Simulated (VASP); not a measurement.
## GW on KZnF3

How does the gap of KZnF3 change from the starting functional to GW? The cell has space group Pm-3m. The start is a cell from a database of measured crystal structures.

Program: VASP 6.6.1. Level of theory: PBE; plane waves and PAW (Zn, K_sv, F), in the first sound run; inputs show where later runs differ. Results are calculated unless marked as measured.

**1. Starting point**

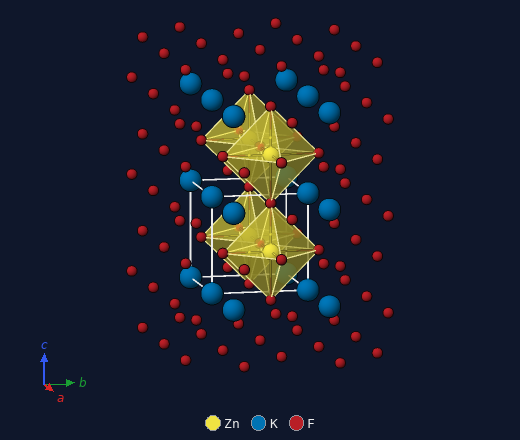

Start, viewed slightly off an axis; zinc yellow, potassium blue, fluorine red. 2×1×2 cells are drawn. Some periodic images of atoms are drawn too.

**2. Relaxation**

The atoms are relaxed first inside the given cell, which is kept (ISIF = 2), since band edges depend on the positions.

INCAR reads:

```
SYSTEM = KZnF3
PREC = Accurate
ENCUT = 520
EDIFF = 1E-06
NELM = 100
ISMEAR = 0
SIGMA = 0.05
LREAL = .FALSE.
ALGO = Normal
GGA = PE
NBANDS = 27
LWAVE = .FALSE.
LCHARG = .FALSE.
KPAR = 8
IBRION = 2
NSW = 60
ISIF = 2
EDIFFG = -0.01
```

POSCAR reads:

```
KZnF3
1.0
    4.0500000000      0.0000000000      0.0000000000
    0.0000000000      4.0500000000      0.0000000000
    0.0000000000      0.0000000000      4.0500000000
Zn K F
1 1 3
Direct
    0.5000000000      0.5000000000      0.5000000000
    0.0000000000      0.0000000000      0.0000000000
    0.5000000000      0.5000000000      0.0000000000
    0.0000000000      0.5000000000      0.5000000000
    0.5000000000      0.0000000000      0.5000000000
```

KPOINTS reads:

```
Automatic mesh
0
Gamma
5 5 5
0 0 0
```

The projector-augmented-wave data sets are Zn, K_sv and F (PBE family, release 64).

Launch:

```bash
$ mpirun -np 8 vasp_std
```

What it wrote:

```text
[banner, memory and clock lines left out]
running    8 mpi-ranks, on    1 nodes
 distrk:  each k-point on    1 cores,    8 groups
 distr:  one band on    1 cores,    1 groups

 POSCAR found type information on POSCAR ZnK F
 POSCAR found :  3 types and       5 ions
|                                                                             |
|           W    W    AA    RRRRR   N    N  II  N    N   GGGG   !!!           |
|           W    W   A  A   R    R  NN   N  II  NN   N  G    G  !!!           |
|           W    W  A    A  R    R  N N  N  II  N N  N  G       !!!           |
|           W WW W  AAAAAA  RRRRR   N  N N  II  N  N N  G  GGG   !            |
|           WW  WW  A    A  R   R   N   NN  II  N   NN  G    G                |
|           W    W  A    A  R    R  N    N  II  N    N   GGGG   !!!           |
|                                                                             |
|     For optimal performance we recommend to set                             |
|       NCORE = 2 up to number-of-cores-per-socket                            |
|     NCORE specifies how many cores store one orbital (NPAR=cpu/NCORE).      |
|     This setting can greatly improve the performance of VASP for DFT.       |
|     The default, NCORE=1 might be grossly inefficient on modern             |
|     multi-core architectures or massively parallel machines. Do your        |
|     Unfortunately you need to use the default for GW and RPA                |
|     calculations (for HF NCORE is supported but not extensively tested      |
|     yet).                                                                   |
|                                                                             |

 LDA part: xc-table for (Slater+PW92), standard interpolation
 POSCAR, INCAR and KPOINTS ok, starting setup
 FFT: planning ... GRIDC
 FFT: planning ... GRID_SOFT
 FFT: planning ... GRID
 WAVECAR not read
 entering main loop
       N       E                     dE             d eps       ncg     rms          rms(c)
DAV:   1     0.453204749409E+03    0.45320E+03   -0.22738E+04   540   0.187E+03
DAV:   2     0.181674120002E+02   -0.43504E+03   -0.41873E+03   599   0.471E+02
DAV:   3    -0.215547957115E+02   -0.39722E+02   -0.39503E+02   630   0.154E+02
DAV:   4    -0.224947130771E+02   -0.93992E+00   -0.93769E+00   856   0.215E+01
DAV:   5    -0.225090021499E+02   -0.14289E-01   -0.14280E-01   695   0.221E+00    0.115E+01
DAV:   6    -0.202221220506E+02    0.22869E+01   -0.71448E+00   778   0.371E+01    0.703E+00
DAV:   7    -0.202862559679E+02   -0.64134E-01   -0.14789E+00   588   0.793E+00    0.454E+00
DAV:   8    -0.203040167537E+02   -0.17761E-01   -0.55914E-01   727   0.156E+01    0.165E+00
DAV:   9    -0.202667947492E+02    0.37222E-01   -0.90167E-02   807   0.866E+00    0.660E-01
DAV:  10    -0.202622259177E+02    0.45688E-02   -0.81819E-02   784   0.687E+00    0.262E-01
DAV:  11    -0.202624094090E+02   -0.18349E-03   -0.12878E-02   621   0.113E+00    0.128E-01
DAV:  12    -0.202625442632E+02   -0.13485E-03   -0.50874E-04   658   0.264E-01    0.131E-01
DAV:  13    -0.202622978923E+02    0.24637E-03   -0.14227E-03   725   0.136E+00    0.431E-02
DAV:  14    -0.202623118567E+02   -0.13964E-04   -0.41591E-04   719   0.254E-01    0.795E-03
DAV:  15    -0.202623114829E+02    0.37375E-06   -0.11386E-05   760   0.673E-02    0.525E-03
DAV:  16    -0.202623111611E+02    0.32181E-06   -0.48439E-06   534   0.286E-02
   1 F= -.20262311E+02 E0= -.20262311E+02  d E =-.202623E+02
 curvature:   0.00 expect dE= 0.000E+00 dE for cont linesearch  0.000E+00
 trial: gam= 0.00000 g(F)=  0.000E+00 g(S)=  0.000E+00 ort = 0.000E+00 (trialstep = 0.100E+01)
 search vector abs. value=  0.100E-09
 reached required accuracy - stopping structural energy minimisation
```

Elapsed: 3.8 s, on 8 MPI ranks of Intel Xeon 6975P-C (Granite Rapids), shared host; peak memory 1.4 GiB; 24 s of CPU time.

Lines that name or quote the potential files are left out of all logs, and their timing lines are given in words.

Parts of OUTCAR (step 2):

```text
ion  position               nearest neighbor table
   1  0.500  0.500  0.500-   3 2.02   4 2.02   5 2.02   3 2.02   5 2.02   4 2.02
   2  0.000  0.000  0.000-
   3  0.500  0.500  0.000-   1 2.02   1 2.02
   4  0.000  0.500  0.500-   1 2.02   1 2.02
   5  0.500  0.000  0.500-   1 2.02   1 2.02

  LATTYP: Found a simple cubic cell.
 ALAT       =     4.0500000000

 Subroutine GETGRP returns: Found 48 space group operations
 (whereof 48 operations were pure point group operations)

The static configuration has the point symmetry O_h .

 Found     10 irreducible k-points:

   k-points           NKPTS =     10   k-points in BZ     NKDIM =     10   number of bands    NBANDS=     27

   dimension x,y,z NGX =    30 NGY =   30 NGZ =   30
   dimension x,y,z NGXF=    60 NGYF=   60 NGZF=   60

   ENCUT  =  520.0 eV  38.22 Ry    6.18 a.u.   7.53  7.53  7.53*2*pi/ulx,y,z

   NELECT =      42.0000    total number of electrons

 k-points in reciprocal lattice and weights: Automatic mesh
   0.00000000  0.00000000  0.00000000       0.008
   0.20000000  0.00000000  0.00000000       0.048
   0.40000000  0.00000000  0.00000000       0.048
   0.20000000  0.20000000  0.00000000       0.096
   0.40000000  0.20000000  0.00000000       0.192
   0.40000000  0.40000000  0.00000000       0.096
   0.20000000  0.20000000  0.20000000       0.064
   0.40000000  0.20000000  0.20000000       0.192
   0.40000000  0.40000000  0.20000000       0.192
   0.40000000  0.40000000  0.40000000       0.064

 average (electrostatic) potential at core
       1 -36.7606       2 -35.0808       3 -78.2297       4 -78.2297       5 -78.2297

 E-fermi :  -0.7343

 k-point     1 :       0.0000    0.0000    0.0000
  band No.  band energies     occupation
    ...
     17      -2.8180      2.00000
     18      -2.8180      2.00000
     19      -2.6115      2.00000
     20      -2.6115      2.00000
     21      -2.6115      2.00000
     22       3.0358      0.00000
     23       7.9407      0.00000
     24       7.9407      0.00000
     25       8.6495      0.00000
     26      10.2737      0.00000
    ...

 k-point     2 :       0.2000    0.0000    0.0000
  band No.  band energies     occupation
    ...
     17      -2.7763      2.00000
     18      -2.7763      2.00000
     19      -2.5882      2.00000
     20      -2.5790      2.00000
     21      -2.5790      2.00000
     22       3.7909      0.00000
     23       8.1735      0.00000
     24       8.2523      0.00000
     25       9.0761      0.00000
     26      10.2948      0.00000
    ...

 k-point     3 :       0.4000    0.0000    0.0000
  band No.  band energies     occupation
    ...
     17      -2.7788      2.00000
     18      -2.7788      2.00000
     19      -2.4759      2.00000
     20      -2.4759      2.00000
     21      -2.3744      2.00000
     22       5.3771      0.00000
     23       7.8008      0.00000
     24       8.7938      0.00000
     25      10.3189      0.00000
     26      10.3190      0.00000
    ...

  Total        2.0410293      2.0410293      2.0410293     -0.0000000     -0.0000000      0.0000000
  in kB       49.2260230     49.2260230     49.2260230     -0.0000000     -0.0000000      0.0000000
  external PRESSURE =      49.2260230 kB  Pullay stress =       0.0000000 kB

  energy-cutoff  :      520.00
  volume of cell :       66.43
      direct lattice vectors                 reciprocal lattice vectors
     4.050000000  0.000000000  0.000000000     0.246913580  0.000000000  0.000000000
     0.000000000  4.050000000  0.000000000     0.000000000  0.246913580  0.000000000
     0.000000000  0.000000000  4.050000000     0.000000000  0.000000000  0.246913580

 POSITION                                       TOTAL-FORCE (eV/Angst)
 -----------------------------------------------------------------------------------
      2.02500      2.02500      2.02500         0.000000      0.000000      0.000000
      0.00000      0.00000      0.00000         0.000000      0.000000      0.000000
      2.02500      2.02500      0.00000         0.000000      0.000000      0.000000
      0.00000      2.02500      2.02500         0.000000      0.000000      0.000000
      2.02500      0.00000      2.02500         0.000000      0.000000      0.000000
 -----------------------------------------------------------------------------------
    total drift:                                0.000000      0.000000     -0.000000

  FREE ENERGIE OF THE ION-ELECTRON SYSTEM (eV)
  ---------------------------------------------------
  free  energy   TOTEN  =       -20.2623111611 eV

  energy  without entropy=      -20.2623111611  energy(sigma->0) =      -20.26231116

 reached required accuracy - stopping structural energy minimisation

[... 3 further parts left out ...]
```

The run keeps the 48 symmetry operations of its start, so it cannot find a distortion of lower symmetry.

The forces vanish from the start, and no atom moves.

This step gave:

```yaml
free_energy_toten: -20.26 eV
fermi_energy: -0.7343 eV
pressure: 4.923 GPa
```

The forces vanish by symmetry.

**3. Ground state**

This step: PBE; plane waves and PAW (Zn_GW, K_sv_GW, F_GW) (VASP 6.6.1).

The orbitals come from a self-consistent PBE run with a tight EDIFF and a narrow smearing. KPOINTS_OPT adds the bands along a path, which shows whether the mesh holds the band edges.

INCAR reads:

```
SYSTEM = KZnF3
PREC = Accurate
ENCUT = 520
EDIFF = 1E-08
NELM = 100
ISMEAR = 0
SIGMA = 0.01
LREAL = .FALSE.
ALGO = Normal
GGA = PE
NBANDS = 27
LORBIT = 11
LWAVE = .TRUE.
LCHARG = .FALSE.
KPAR = 8
```

POSCAR is that of step 2.

KPOINTS reads:

```
Automatic mesh
0
Gamma
4 4 4
0 0 0
```

KPOINTS_OPT reads:

```
Line mode
12
Line-mode
Reciprocal
  0.00000000   0.00000000   0.00000000 GAMMA
  0.00000000   0.50000000   0.00000000 X

  0.00000000   0.50000000   0.00000000 X
  0.50000000   0.50000000   0.00000000 M

  0.50000000   0.50000000   0.00000000 M
  0.00000000   0.00000000   0.00000000 GAMMA

  0.00000000   0.00000000   0.00000000 GAMMA
  0.50000000   0.50000000   0.50000000 R

  0.50000000   0.50000000   0.50000000 R
  0.00000000   0.50000000   0.00000000 X

  0.50000000   0.50000000   0.00000000 M
  0.50000000   0.50000000   0.50000000 R
```

PAW data sets: Zn_GW, K_sv_GW and F_GW (PBE family, release 64).

Launch:

```bash
$ mpirun -np 8 vasp_std
```

What it wrote:

```text
[banner, memory and clock lines left out]
running    8 mpi-ranks, on    1 nodes
 distrk:  each k-point on    1 cores,    8 groups
 distr:  one band on    1 cores,    1 groups

 POSCAR found type information on POSCAR ZnK F
 POSCAR found :  3 types and       5 ions
 [... a notice as in an earlier step ...]

 LDA part: xc-table for (Slater+PW92), standard interpolation
 POSCAR, INCAR and KPOINTS ok, starting setup
 FFT: planning ... GRIDC
 FFT: planning ... GRID_SOFT
 FFT: planning ... GRID
 WAVECAR not read
 entering main loop
       N       E                     dE             d eps       ncg     rms          rms(c)
DAV:   1     0.664400862731E+03    0.66440E+03   -0.19214E+04   587   0.275E+03
DAV:   2     0.732857976658E+02   -0.59112E+03   -0.56834E+03   830   0.685E+02
DAV:   3    -0.218477037488E+02   -0.95134E+02   -0.93508E+02   839   0.266E+02
DAV:   4    -0.252189599909E+02   -0.33713E+01   -0.33520E+01   893   0.534E+01
DAV:   5    -0.252739103882E+02   -0.54950E-01   -0.54864E-01   848   0.684E+00    0.902E+00
DAV:   6    -0.228458743947E+02    0.24280E+01   -0.80211E+00   896   0.649E+01    0.398E+00
DAV:   7    -0.228377164278E+02    0.81580E-02   -0.10332E+00   864   0.100E+01    0.245E+00
DAV:   8    -0.228076823659E+02    0.30034E-01   -0.15861E-01   816   0.416E+00    0.554E-01
DAV:   9    -0.228014584282E+02    0.62239E-02   -0.45134E-02   896   0.978E+00    0.184E-01
DAV:  10    -0.228018404035E+02   -0.38198E-03   -0.66230E-03   837   0.232E+00    0.101E-01
DAV:  11    -0.228019303970E+02   -0.89994E-04   -0.54688E-04   872   0.602E-01    0.569E-02
DAV:  12    -0.228019213203E+02    0.90767E-05   -0.19688E-04   863   0.829E-01    0.217E-02
DAV:  13    -0.228019161364E+02    0.51839E-05   -0.30347E-05   872   0.145E-01    0.540E-03
DAV:  14    -0.228019167466E+02   -0.61017E-06   -0.10602E-05   845   0.585E-02    0.667E-03
DAV:  15    -0.228019161018E+02    0.64474E-06   -0.54083E-06   824   0.639E-02    0.198E-03
DAV:  16    -0.228019160863E+02    0.15483E-07   -0.37038E-07   832   0.120E-02    0.994E-04
DAV:  17    -0.228019160880E+02   -0.16098E-08   -0.65254E-08   736   0.275E-03
   1 F= -.22801916E+02 E0= -.22801916E+02  d E =-.740807E-31
 Start KPOINTS_OPT (optional k-point list driver)
k-point batch [1-10\72]
       N       E                     dE             ncg
DAV:   1     0.423758501072E+04    0.48790E+03      570
DAV:   2    -0.145138462219E+04   -0.56890E+04      749
DAV:   3    -0.256157948380E+04   -0.11102E+04      888
DAV:   4    -0.261684470051E+04   -0.55265E+02      844
DAV:   5    -0.261783825464E+04   -0.99355E+00      906
DAV:   6    -0.261785987644E+04   -0.21622E-01      818
DAV:   7    -0.261786100651E+04   -0.11301E-02      890
DAV:   8    -0.261786107197E+04   -0.65464E-04      808
DAV:   9    -0.261786107683E+04   -0.48612E-05      882
DAV:  10    -0.261786107719E+04   -0.36241E-06      784
DAV:  11    -0.261786107722E+04   -0.27066E-07      722
DAV:  12    -0.261786107722E+04   -0.22510E-08      512
[...]
k-point batch [71-72\72]
       N       E                     dE             ncg
DAV:   1     0.130247107111E+05   -0.23946E+04      119
DAV:   2     0.119500208464E+05   -0.10747E+04      154
DAV:   3     0.117375341222E+05   -0.21249E+03      178
DAV:   4     0.117288783481E+05   -0.86558E+01      170
DAV:   5     0.117287143582E+05   -0.16399E+00      168
DAV:   6     0.117287091584E+05   -0.51998E-02      168
DAV:   7     0.117287089306E+05   -0.22776E-03      176
DAV:   8     0.117287089221E+05   -0.85312E-05      168
DAV:   9     0.117287089216E+05   -0.52505E-06      168
DAV:  10     0.117287089215E+05   -0.34470E-07      168
DAV:  11     0.117287089215E+05   -0.14443E-08      128
 writing wavefunctions
```

Run time: 17 s. Hardware: 8 MPI ranks; peak memory 1.5 GiB; 1.9 min of CPU time.

OUTCAR, selected parts (step 3):

```text
The static configuration has the point symmetry O_h .

 Found     10 irreducible k-points:

   NELECT =      42.0000    total number of electrons

 E-fermi :   1.6039

 k-point     1 :       0.0000    0.0000    0.0000
  band No.  band energies     occupation
    ...
     17      -0.5005      2.00000
     18      -0.5005      2.00000
     19      -0.2955      2.00000
     20      -0.2955      2.00000
     21      -0.2955      2.00000
     22       5.3735      0.00000
     23      10.2699      0.00000
     24      10.2699      0.00000
     25      10.9846      0.00000
     26      12.5594      0.00000
    ...

 k-point     2 :       0.2500    0.0000    0.0000
  band No.  band energies     occupation
    ...
     17      -0.4569      2.00000
     18      -0.4569      2.00000
     19      -0.2558      2.00000
     20      -0.2462      2.00000
     21      -0.2462      2.00000
     22       6.4968      0.00000
     23      10.5071      0.00000
     24      10.7218      0.00000
     25      11.6957      0.00000
     26      12.5899      0.00000
    ...

  Total        0.7029852      0.7029852      0.7029852      0.0000000      0.0000000     -0.0000000
  in kB       16.9547612     16.9547612     16.9547612      0.0000000      0.0000000     -0.0000000
  external PRESSURE =      16.9547612 kB  Pullay stress =       0.0000000 kB

  FREE ENERGIE OF THE ION-ELECTRON SYSTEM (eV)
  ---------------------------------------------------
  free  energy   TOTEN  =       -22.8019160880 eV

  energy  without entropy=      -22.8019160880  energy(sigma->0) =      -22.80191609

 total charge
# of ion       s       p       d       tot
------------------------------------------
    1        0.316   0.355   9.948  10.618
    2        2.066   5.873   0.062   8.001
    3        1.685   4.157   0.000   5.842
    4        1.685   4.157   0.000   5.842
    5        1.685   4.157   0.000   5.842
--------------------------------------------------
tot          7.437  18.699  10.010  36.146

[... 8 parts as in an earlier step ...]

[... 6 further parts left out ...]
```

This step gave:

- free energy (TOTEN): -22.80 eV
- Fermi energy: 1.604 eV
- pressure: 1.695 GPa
- least gap on mesh and path: 3.849 eV
- least direct gap on mesh and path: 5.669 eV

The highest empty bands on the path are converged less tightly, to about 0.1 eV. Electronic bands along the path, in eV, zero at the valence-band top; v1 is the highest filled band, c1 the lowest empty one:

| point | v4 | v3 | v2 | v1 | c1 | c2 | c3 | c4 |
| --- | --- | --- | --- | --- | --- | --- | --- | --- |
| Γ | -2.02 | -1.82 | -1.82 | -1.82 | 3.85 | 8.75 | 8.75 | 9.46 |
| X | -1.99 | -1.68 | -1.68 | -1.59 | 6.61 | 8.35 | 9.69 | 11.09 |
| M | -1.77 | -1.77 | -1.46 | 0.00 | 8.09 | 10.16 | 10.19 | 10.19 |
| Γ | -2.02 | -1.82 | -1.82 | -1.82 | 3.85 | 8.75 | 8.75 | 9.46 |
| R | -1.44 | -1.44 | 0.00 | 0.00 | 8.47 | 8.47 | 8.47 | 10.27 |
| X | -1.99 | -1.68 | -1.68 | -1.59 | 6.61 | 8.35 | 9.69 | 11.09 |
| jump to M | -1.77 | -1.77 | -1.46 | 0.00 | 8.09 | 10.16 | 10.19 | 10.19 |
| R | -1.44 | -1.44 | 0.00 | 0.00 | 8.47 | 8.47 | 8.47 | 10.28 |

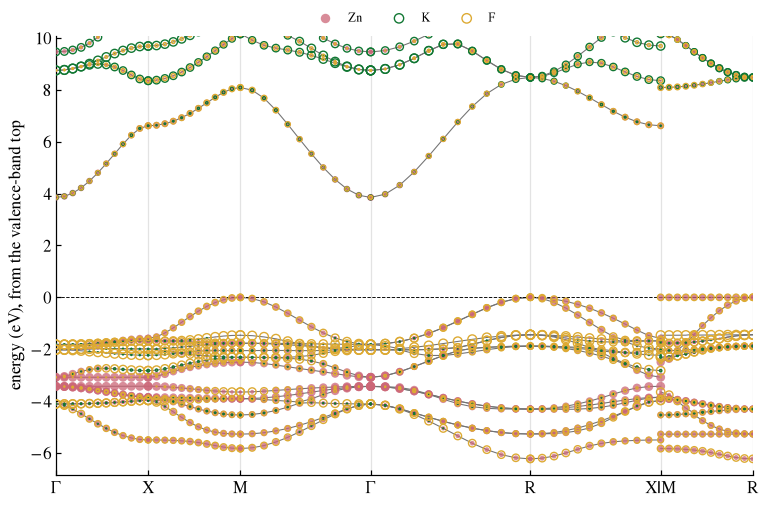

Electronic bands along the path; dots are coloured as in the legend, and their area grows with the weight.

The cell has a gap of 3.85 eV on mesh and path.

[end of part 1 of 3]

[Lines on the potential files, build, host, timing and source positions are cut from VASP's logs without a mark.]

[Logs are printed without paths, hosts, clocks, repeated set-up lines and the standing remarks that a program may print on its own settings, such as how far it seeks lower states.]

[Hosts, paths, dates, database ids (printed as entryN), source tags and the programs' standing remarks are cut or masked in the printed files.]

[Measured values are set beside computed ones only where the two were judged alike; some that the calculation misses by far are left out.]

[Pressures printed for these runs are not shown converged in the cutoff: they can be off by several GPa and have the wrong sign.]
